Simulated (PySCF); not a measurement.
# AlF₃H₂S: what the fields show

Input

```
{"job": {"kind": "inter", "xc": "wB97M-D3(BJ)", "basis": "def2-TZVPD", "pairs": false}, "charge": 0, "multiplicity": 1, "parts": [{"atoms": "0-3", "charge": 0, "multiplicity": 1}, {"atoms": "4-6", "charge": 0, "multiplicity": 1}]}
F     -0.472795    -0.042703    -1.449233
Al    -0.307132     0.098551     0.205967
F      0.177084    -1.252602     1.068556
F      0.105691     1.598435     0.830173
S     -2.667300     0.078361     0.921451
H     -2.405606    -0.615712     2.055099
H     -2.598047     1.277992     1.547147
```

Command:

```sh
OMP_NUM_THREADS=1 python cluster_run.py task.json out
```

Geometry: PBE0-D3(BJ)/def2-SVPD.

Computed with wB97M-D3(BJ)/def2-TZVPD, SCF density, gas phase in PySCF.

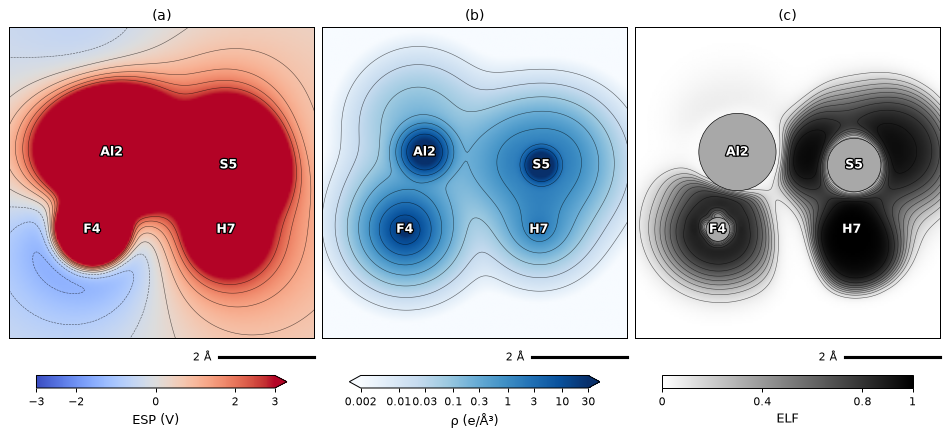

Figure 1. (a) electrostatic potential; (b) electron density; (c) ELF on the plane of atoms Al2, S5 and H7. Grey discs cover the atomic cores in the ELF map.

**Read the bonding off the picture.**

The plane passes through Al, F, S and H nuclei.
Al–F (1.68 Å): ρ is about 0.86 e/Å³ halfway; the ELF peaks at about 0.85 in the valence shell of F, 0.6 Å from its nucleus, and is about 0.35 at the midpoint.
Al–S (2.47 Å): ρ is about 0.41 e/Å³ halfway; the ELF peaks at about 0.95 between the atoms, as expected for a shared but strongly polarised pair.
S–H (1.35 Å): the density is about 1.5 e/Å³ at the midpoint; the ELF climbs to about 1 towards the hydrogen, as it does in any bond to H.
The ELF also peaks beside F4 and S5, away from the bonds: lone-pair regions.
Outside the dense part of the molecule the potential is most negative (−1.5 V) near F4.

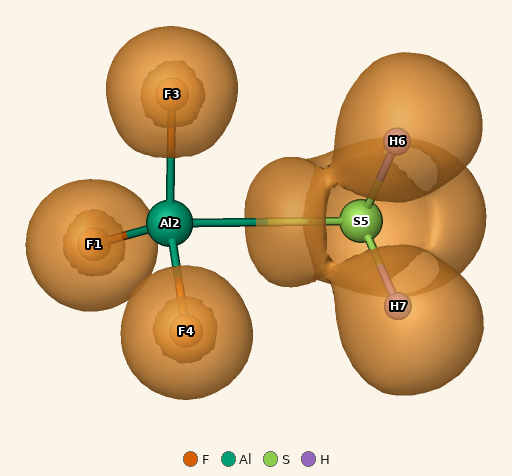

Figure 2. Isosurface of the ELF at 0.75 (orange), seen across its widest extent. Core shells and regions of very low density are left out.

**Identify the bonds, lone pairs and shells in this picture.**

At this value the surface marks out three regions wrapped around F (the valence shell of each) and one joined region spread over several atoms (H, S), in which their bonds and any lone pairs are merged.


Al–F (1.67 Å): the ELF peaks at about 0.85 in the valence shell of F, 0.6 Å from its nucleus, and is about 0.40 at the midpoint.

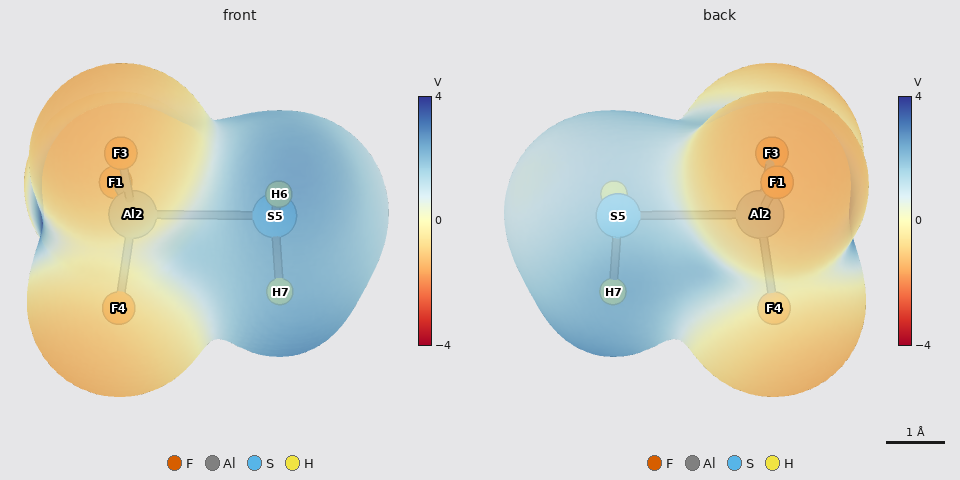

Figure 3. The molecular electrostatic potential painted on the density surface at 0.002 e/bohr³, seen from the front and from behind; red is negative and blue positive.

**Where is the surface potential most negative and most positive?**

The most negative region (about −1.4 V) lies over F1, the most positive (about +3.2 V) over Al2.
